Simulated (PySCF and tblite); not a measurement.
# Run report: C$_{4}$H$_{6}$F$_{3}$Ge (charge −1), NMR shielding calculation

C$_{4}$H$_{6}$F$_{3}$Ge, charge −1, computed with Relaxed scan: GFN2-xTB geometries with one coordinate held, DFT energies, GIAO shieldings and spin-spin couplings (PySCF and tblite 2.14.0 and 0.8.0).

The run did not end well.

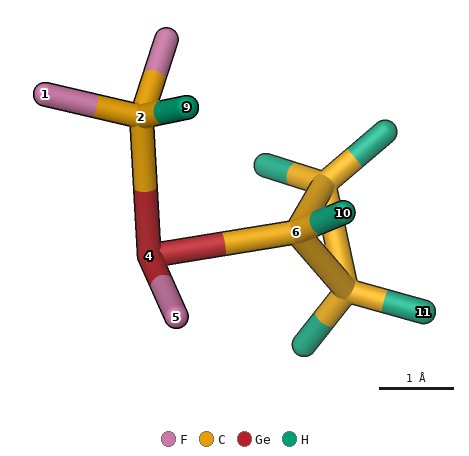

Figure 1. The structure as given in the input (stick view, seen at a tilt; atoms are numbered from 1 in the order of the input). Sticks mark near contacts.

**The input**
```
{"job": {"smiles": "F[CH](F)[Ge-]([F])[CH]1CC1", "charge": -1, "mult": 1, "motion": "pyramidal angle", "what": "anion", "atoms": [3], "drives": [{"terms": [["t", [5, 1, 4, 3], 0.3333333333333333], ["t", [1, 4, 5, 3], 0.3333333333333333], ["t", [4, 5, 1, 3], 0.3333333333333333]], "values": [-1.3, -1, -0.7, -0.35, 0, 0.35, 0.7, 1, 1.3], "scaled": true}], "study": "scan", "seed": 61, "jobs": [{"kind": "nmr", "xc": "B3LYP", "basis": "pcSseg-1", "solvent": "chloroform", "every": 1}, {"kind": "j", "xc": "B3LYP", "basis": {"default": "pcseg-1", "H": "pcJ-1", "F": "pcJ-1"}, "nuclei": ["H", "F"], "every": 2}], "xc": "B3LYP", "basis": "pcSseg-1", "kind": "scan"}, "charge": -1, "multiplicity": 1}
F      3.574983    -0.217175    -0.123440
C      2.249663    -0.255168     0.294963
F      1.924438    -1.599683     0.212506
Ge     1.010022     0.950692    -0.935832
F      1.297780     2.429105     0.276718
C     -0.635795     0.293513     0.101877
C     -1.998925     0.429875    -0.509463
C     -1.359210    -0.916329    -0.407735
H      2.268437    -0.009952     1.365610
H     -0.617037     0.386724     1.185695
H     -2.857123     0.638894     0.121322
H     -2.078684     0.882368    -1.491501
H     -1.004009    -1.382658    -1.318668
H     -1.775219    -1.630679     0.294787
```

The first line tells a small driver script what to run in PySCF and tblite; the rest is the geometry in Å.

Machine: 1 CPU thread, shared host.

Launched with:
```bash
OMP_NUM_THREADS=1 python <driver script> task.json out
```

**Log**
```
coordinate    xTB      DFT (kcal/mol)
    71.00  168.714  179.584
    55.10  170.861  178.385
    37.30  193.390  214.326
    28.10  217.143  224.897
    -0.10   19.796   44.471
   -19.10   19.997   45.037
   -43.30    6.478    7.064
   -54.40    0.000    0.000
   -60.60    4.560    7.337
```

**What the run reported**

```csv
quantity,value
outcome,not converged
wall time,23 min
peak memory,1.4 GiB
```

**What went wrong**

The run did not converge. At least one of its steps failed, so the values that rest on that step are not results.
